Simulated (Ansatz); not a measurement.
**H3NSi···NH3: density, localisation and related maps**

Input file:

```
crystal:
  periodic: [false, false, false]
  atoms:
    - { symbol: Si, position_ang: [-0.755856, 0.086007, 0.554126] }
    - { symbol: H, position_ang: [1.711898, -0.006884, 1.548026] }
    - { symbol: "N", position_ang: [2.257261, -0.010849, 0.658702] }
    - { symbol: H, position_ang: [1.969913, -0.847329, 0.132163] }
    - { symbol: H, position_ang: [1.938182, 0.805208, 0.119178] }
    - { symbol: "N", position_ang: [-0.839734, 1.400011, -0.589076] }
    - { symbol: H, position_ang: [-0.787929, 1.336037, -1.611641] }
    - { symbol: H, position_ang: [-1.005696, 2.365923, -0.284099] }
    - { symbol: H, position_ang: [-0.569741, -0.998624, -0.541879] }
basis:
  gaussian: { orbitals: def2-SVP }
hamiltonian:
  xc: pbe
  dispersion: d4
relax:
  f_tol: 0.03
  max_steps: 50
output:
  orbitals: {}
```

Command:

```sh
ansatz run input.yaml --threads 1 --pin off --max-ram 2048MiB --backend cpu --events-out ev --progress --plain --runs-dir out
```

The fields are those of the run's last geometry, not of the input's.

Method: RKS PBE-D4/def2-SVP (Ansatz).

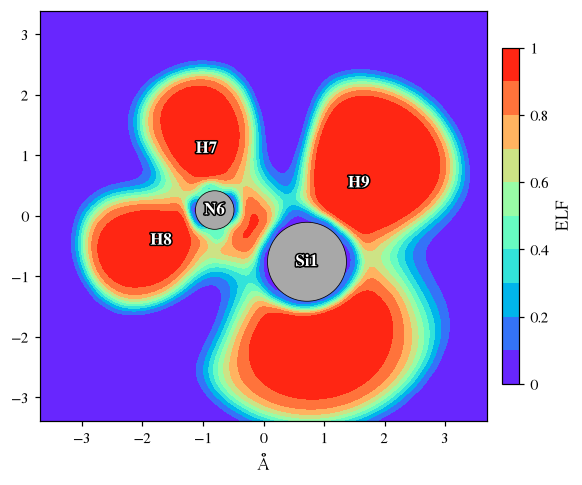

Figure 1. Electron localisation function on the plane of atoms Si1, N6 and H7. Grey discs cover the atomic cores.

**Read the bonding off the picture.**

- The section cuts through Si, N and H sites.
- Si–N (1.75 Å): the ELF peaks at about 0.90 between the atoms, as expected for a shared but strongly polarised pair.
- N–H (1.02 Å): the ELF climbs to about 1 towards the hydrogen, as it does in any bond to H: an ordinary covalent bond to hydrogen.
- Si–H (1.55 Å): the ELF climbs to about 1 towards the hydrogen.
- The ELF also peaks beside Si1, away from the bonds: lone-pair regions.

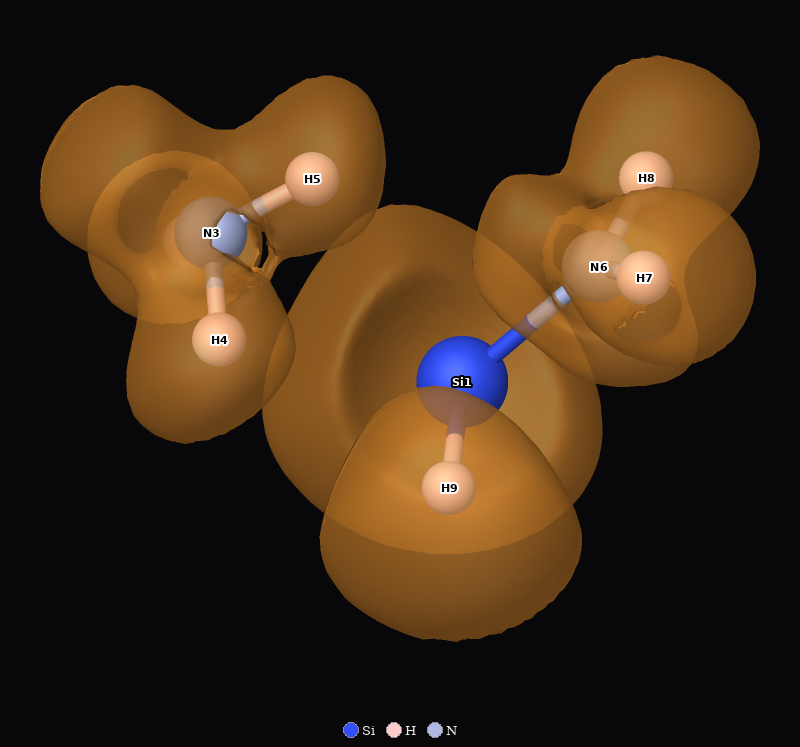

Figure 2. Isosurface of the electron localisation function at 0.75 (orange), seen across its widest extent. Core shells and regions of very low density are left out.

**What do the ELF domains correspond to?**

The surface consists of one region around a hydrogen nucleus, one lobe on Si, pointing away from the bonds (lone pairs) and two joined regions spread over several atoms (H, N), in which their bonds and any lone pairs are merged.


Si1···N3 (2.90 Å): the ELF is about 0.15 at the midpoint.

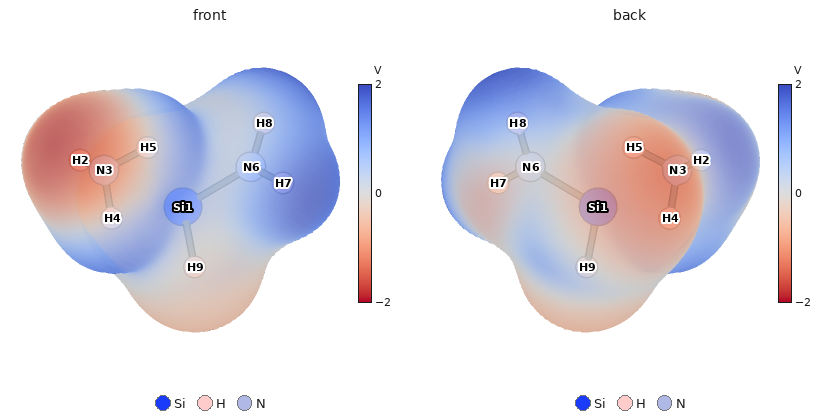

Figure 3. The molecular electrostatic potential painted on the density surface at 0.002 e/bohr³, seen from the front and from behind; the colour scale runs from red (negative) to blue (positive).

**Where is the surface potential most negative and most positive?**

The most negative region (about −1.5 V, or −35 kcal/mol for a unit charge) lies over N3, the most positive (about +1.7 V, or +39 kcal/mol for a unit charge) over H7 and H8. N3 is the likeliest acceptor of a hydrogen bond.
